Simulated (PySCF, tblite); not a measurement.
**C7H5FNO radical: geometry, infrared bands and EPR parameters**

Wanted: the infrared bands and EPR parameters of C7H5FNO radical (`Fc1noc2c1=C[CH]CC=2`), by calculation.

Computed with tblite 0.8.0 and PySCF 2.14.0, with density-fitted response routines of our own, on a single molecule in the gas phase. Atoms count from 0, in the outputs and in this text.

## Step 1: The molecule as given

15 atoms, charge 0, multiplicity 2; geometry from: force field or distance geometry start.

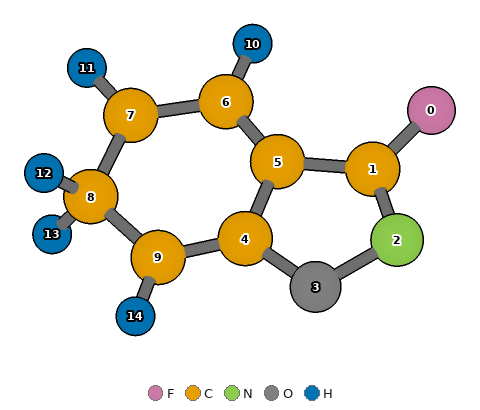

As it starts; fluorine pink, carbon amber, nitrogen green, oxygen grey, hydrogen blue, atoms numbered.

## Step 2: Optimising the geometry with GFN2-xTB

Job settings and geometry (Å):

```
{"job": {"kind": "relax", "xc": "GFN2-xTB", "basis": "xTB"}, "charge": 0, "multiplicity": 2}
F      2.943900     1.789900    -0.198200
C      2.297200     0.641900    -0.021500
N      2.929900    -0.485400     0.229700
O      1.900200    -1.496900     0.360300
C      0.676600    -0.885900     0.202600
C      0.859900     0.500700    -0.057000
C     -0.131700     1.365300    -0.265800
C     -1.487000     0.866100    -0.228800
C     -1.770600    -0.607700     0.028100
C     -0.540900    -1.445800     0.246700
H      0.041700     2.413700    -0.451800
H     -2.319600     1.544300    -0.398300
H     -2.421500    -0.684600     0.922000
H     -2.330000    -1.010500    -0.826800
H     -0.652500    -2.497200     0.436900
```

Command:

```bash
$ OMP_NUM_THREADS=1 python probes_run.py task.json out
```

One launch serves the whole session: the jobs run in the order shown.

The program printed:

```text
step      E/eV     max force
  0    -793.18341    5.684
  1    -793.54835    1.974
  2    -793.61576    0.434
  3    -793.63265    0.281
  4    -793.64336    0.249
  5    -793.65048    0.238
  6    -793.65356    0.211
  7    -793.65685    0.128
  8    -793.65954    0.140
  9    -793.66146    0.100
 10    -793.66231    0.075
 11    -793.66273    0.065
 12    -793.66306    0.074
 13    -793.66346    0.061
 14    -793.66382    0.059
 15    -793.66407    0.038
 16    -793.66420    0.024
 17    -793.66425    0.020
 18    -793.66429    0.013
 19    -793.66431    0.013
 20    -793.66433    0.011
 21    -793.66434    0.005
```

Wall time 0.12 s (1 thread of Arm Neoverse V2, shared host).

Along the way:

```csv
step,energy from step 0 (eV),largest force (eV/Å)
0,0.0000,5.6841
1,-0.3649,1.9740
2,-0.4324,0.4343
3,-0.4492,0.2807
4,-0.4600,0.2493
5,-0.4671,0.2378
6,-0.4701,0.2105
7,-0.4734,0.1285
8,-0.4761,0.1400
9,-0.4781,0.0996
10,-0.4789,0.0753
11,-0.4793,0.0651
12,-0.4796,0.0736
13,-0.4801,0.0608
14,-0.4804,0.0593
15,-0.4807,0.0379
16,-0.4808,0.0241
17,-0.4808,0.0204
18,-0.4809,0.0132
19,-0.4809,0.0135
20,-0.4809,0.0114
21,-0.4809,0.0052
```

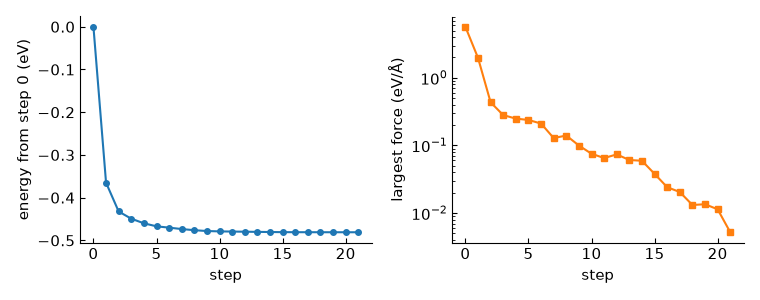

Energy and force, step by step.

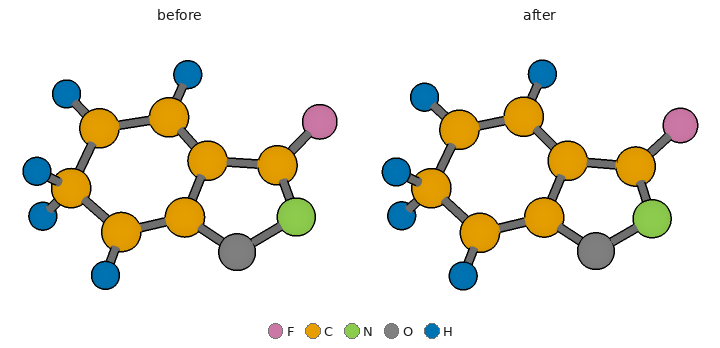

Before and after, at one scale.

Close pairs (by a distance rule), those that changed most:

```csv
bond,before (Å),after (Å),change (Å)
C6–C7,1.445,1.345,-0.099
C5–C6,1.332,1.418,+0.086
N2–O3,1.449,1.367,-0.082
C1–C5,1.445,1.408,-0.037
C7–C8,1.523,1.494,-0.029
O3–C4,1.377,1.359,-0.018
C4–C9,1.341,1.357,+0.017
C8–C9,1.504,1.491,-0.013
```

The final coordinates are the input of the step that follows.

## Step 3: Infrared spectrum with GFN2-xTB

Job settings and geometry (Å):

```
{"job": {"kind": "ir", "xc": "GFN2-xTB", "basis": "xTB"}, "charge": 0, "multiplicity": 2}
F      3.004269     1.732354    -0.187475
C      2.297315     0.628048    -0.013089
N      2.884160    -0.515323     0.228602
O      1.902620    -1.457943     0.360188
C      0.691212    -0.865879     0.193137
C      0.894540     0.521684    -0.057985
C     -0.211687     1.382425    -0.270055
C     -1.449336     0.856680    -0.228621
C     -1.734917    -0.587206     0.028044
C     -0.535151    -1.445316     0.245435
H     -0.040198     2.430811    -0.458331
H     -2.314067     1.483968    -0.385771
H     -2.404660    -0.670436     0.897447
H     -2.323037    -0.989699    -0.810751
H     -0.665476    -2.496178     0.437313
```

The program printed:

```text
mode    cm-1     km/mol
  1     122.9      0.30
  2     198.1      0.55
  3     224.3      5.80
  4     235.5      0.46
  5     362.7      2.21
  6     425.8      0.58
  7     468.4      4.57
  8     500.3      0.76
  9     554.0      0.77
 10     591.3      9.28
 11     655.9     43.57
 12     697.8      5.63
 13     723.5     14.01
 14     760.3      5.62
 15     766.3      4.24
 16     831.4      8.82
 17     887.3      0.11
 18     909.3      0.65
 19     936.1     33.99
 20    1032.6     45.13
 21    1056.9     88.73
 22    1099.4     12.72
 23    1111.6      0.05
 24    1157.0     20.44
 25    1185.5     64.24
 26    1226.0     20.02
 27    1319.3     13.58
 28    1342.6     38.54
 29    1353.0    104.79
 30    1407.1     32.34
 31    1462.5     23.20
 32    1536.9    171.58
 33    1551.1     54.75
 34    1623.1      2.27
 35    2831.3      9.16
 36    2883.6     27.26
 37    3085.2      9.65
 38    3102.1     22.60
 39    3123.8      7.18
```

It took 0.4 s on 1 thread of Arm Neoverse V2, shared host.

The strongest bands and the atoms that carry them (share of the mass-weighted mode):

```csv
cm⁻¹,km/mol,atoms
656,43.6,"C4 38 %, C5 23 %, C1 14 %"
1033,45.1,"N2 33 %, O3 22 %"
1057,88.7,"O3 26 %, N2 23 %"
1186,64.2,"H11 34 %, C4 15 %"
1343,38.5,"H11 18 %, H10 18 %, C6 14 %, C7 13 %"
1353,104.8,"C5 26 %, C1 26 %, C4 15 %, N2 13 %"
1537,171.6,"C1 34 %, C5 31 %, C7 11 %"
1551,54.8,"C4 30 %, C9 23 %, C1 15 %, C7 11 %"
```

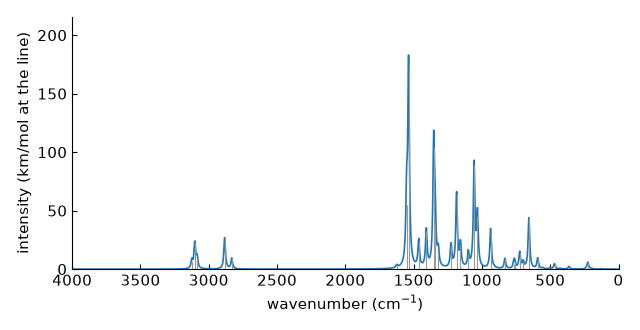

The infrared spectrum from these modes, unscaled. Lines are broadened to a width of 14 cm⁻¹ (Lorentzian).

## Step 4: g tensor and hyperfine couplings: B3LYP/pcH-1

The job, as its differences from that of step 3:

```diff
@@ -1,2 +1,2 @@
-{"job": {"kind": "ir", "xc": "GFN2-xTB", "basis": "xTB"}, "charge": 0, "multiplicity": 2}
+{"job": {"kind": "epr", "basis": "pcH-1"}, "charge": 0, "multiplicity": 2}
 F      3.004269     1.732354    -0.187475
```

Level: UKS B3LYP, pcH-1 on C F H N O, non-relativistic, mean-field spin-orbit, GIAO.

The program printed:

```text
UKS, coarse grid
  cycle   1  E = -499.39814784  |g| = 4.82e-01
  cycle   2  E = -499.29032529  |g| = 7.35e-01
  cycle   3  E = -499.47851497  |g| = 1.20e-01
  cycle   4  E = -499.48337890  |g| = 6.49e-02
  cycle   5  E = -499.48521731  |g| = 1.44e-02
  cycle   6  E = -499.48536108  |g| = 8.38e-03
  cycle   7  E = -499.48541471  |g| = 4.85e-03
  cycle   8  E = -499.48543818  |g| = 2.69e-03
  cycle   9  E = -499.48544504  |g| = 8.61e-04
UKS, final grid
  cycle   1  E = -499.48534448  |g| = 1.32e-03
  cycle   2  E = -499.48534305  |g| = 2.23e-03
  cycle   3  E = -499.48534531  |g| = 3.44e-04
  cycle   4  E = -499.48534537  |g| = 8.71e-05
  cycle   5  E = -499.48534540  |g| = 7.82e-05
  cycle   6  E = -499.48534540  |g| = 2.54e-05
E = -499.48534540 Eh   <S^2> = 0.7819 (exact 0.7500)
g shifts (ppm)      1          2          3
  rmc          -173       -173       -173
  gc            -18         28         28
  oz_so         -10       1123       1619
  total        -201        978       1474
hyperfine (MHz)  atom isotope    a_iso     a_fc   dipolar eigenvalues
    0   19F     -22.43     -22.43    -50.84     19.52     31.33
    1   13C     -29.45     -29.45    -19.53      9.04     10.49
    2   14N      12.54      12.54    -14.15    -13.72     27.88
    3   17O      -4.91      -4.91    -17.59      7.49     10.10
    4   13C     -39.30     -39.30    -22.57      8.99     13.58
    5   13C      34.10      34.10    -28.42    -27.23     55.65
    6   13C     -22.92     -22.92    -14.80      6.78      8.02
    7   13C      21.31      21.31    -19.30    -17.56     36.86
    8   13C     -30.03     -30.03     -2.05     -0.38      2.44
    9   13C      44.56      44.56    -42.51    -41.32     83.83
   10    1H       6.29       6.29     -2.53     -0.24      2.77
   11    1H     -16.30     -16.30     -9.02     -1.29     10.31
   12    1H     139.84     139.84     -3.91     -1.07      4.98
   13    1H     140.49     140.49     -3.91     -1.07      4.98
   14    1H     -33.94     -33.94    -19.34     -1.23     20.57
```

It took 96 s on 1 thread of Arm Neoverse V2, shared host; peak memory 0.96 GiB.

Principal g values 2.00212, 2.00330, 2.00379; g(iso) = 2.00307, against 2.00232 for a free electron.

Hyperfine couplings; where a row names several nuclei, a(iso) is their mean (it holds for fast rotation or exchange) and the dipolar term the largest among them:

```csv
nuclei,isotope,a(iso) (MHz),"a(iso) (G, at g = 2.0023)",largest dipolar term (MHz)
"H12, H13",1H,140.2,50.0,5.0
C9,13C,44.6,15.9,83.8
C4,13C,-39.3,-14.0,-22.6
C5,13C,34.1,12.2,55.7
H14,1H,-33.9,-12.1,20.6
C8,13C,-30.0,-10.7,2.4
C1,13C,-29.4,-10.5,-19.5
C6,13C,-22.9,-8.2,-14.8
F0,19F,-22.4,-8.0,-50.8
C7,13C,21.3,7.6,36.9
H11,1H,-16.3,-5.8,10.3
N2,14N,12.5,4.5,27.9
H10,1H,6.3,2.2,2.8
O3,17O,-4.9,-1.8,-17.6
```

Mulliken spin populations:

F0 -0.01; C1 -0.12; N2 0.26; O3 0.04; C4 -0.17; C5 0.34; C6 -0.12; C7 0.24; C8 -0.07; C9 0.53; H10 0.00; H11 -0.01; H12 0.05; H13 0.05; H14 -0.02

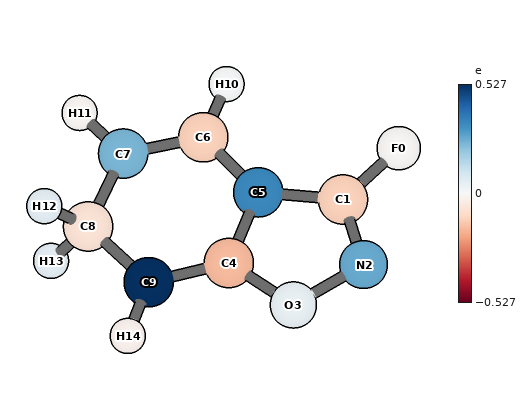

Mulliken spin populations, as colours on the atoms.

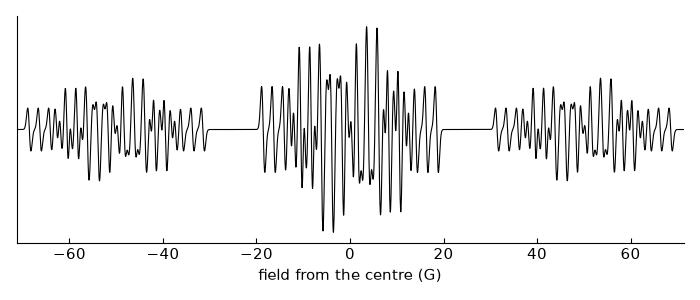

First-order isotropic spectrum (first derivative, main isotopes with spin only, couplings over 0.8 MHz, Gaussian width 0.3 G; couplings of the frozen geometry, rotation of groups not averaged beyond the rows shown).

Orbitals, density, ELF and potential are computed afterwards from the orbital file.

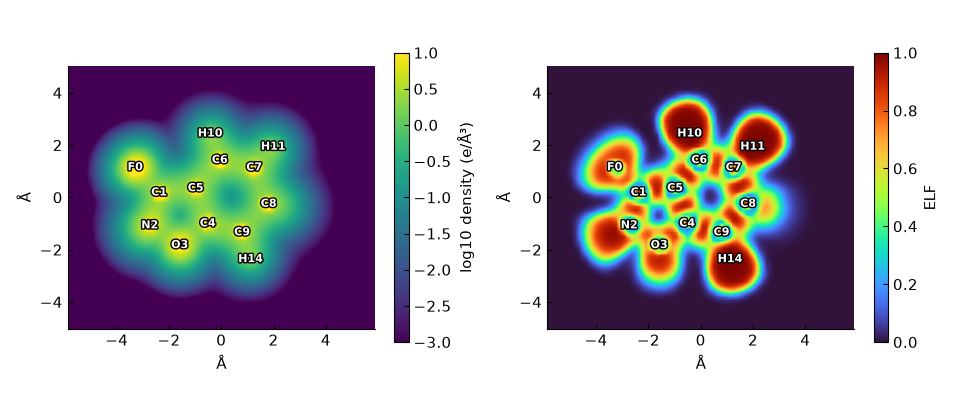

Density (left) and ELF (right) in a plane through or near 13 of the atoms.

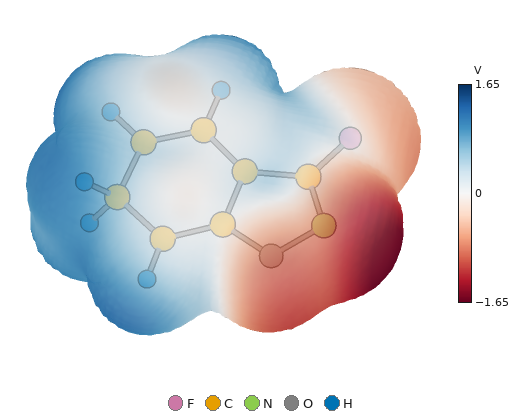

The potential that a unit positive charge feels on the 0.002 e/bohr³ surface, from -1.65 V near N2 to 1.20 V near H11.

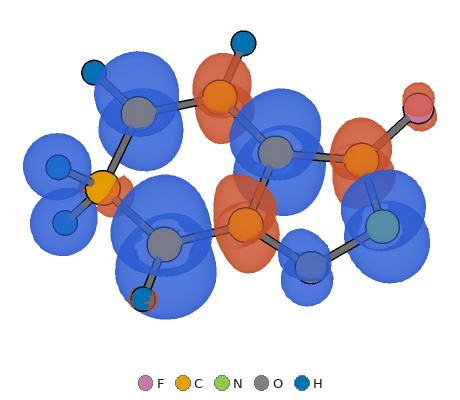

Spin density at ±0.02 e/Å³ (alpha excess blue, beta excess red).

## Step 5: Outcome

| quantity | value |
| --- | --- |
| strongest single infrared mode (GFN2-xTB) | 1537 cm⁻¹, 172 km/mol |
| zero-point energy (GFN2-xTB) | 64.8 kcal/mol |
| g(iso) (B3LYP) | 2.00307 |
| ⟨S²⟩ | 0.782 (exact 0.75) |
| largest a(iso) (averaged by class) | 1H on H12, H13, 140.2 MHz |
| surface potential, least and greatest | -1.65 V and 1.20 V |

**Reading.** Relaxing lowered the energy by 0.481 eV in 21 steps; the close pair that moved most is C6–C7, from 1.445 to 1.345 Å. All 39 modes are real, so the xTB geometry is a minimum. The strongest single mode, at 1537 cm⁻¹, is carried by C1, C5, C7. GFN2-xTB is a fitted tight-binding method: band positions and strengths are rough. Its intensities can rank the bands wrongly. C9 carries the largest spin population, 0.53 e. The isotropic g lies 0.8 ppt above the free-electron value.
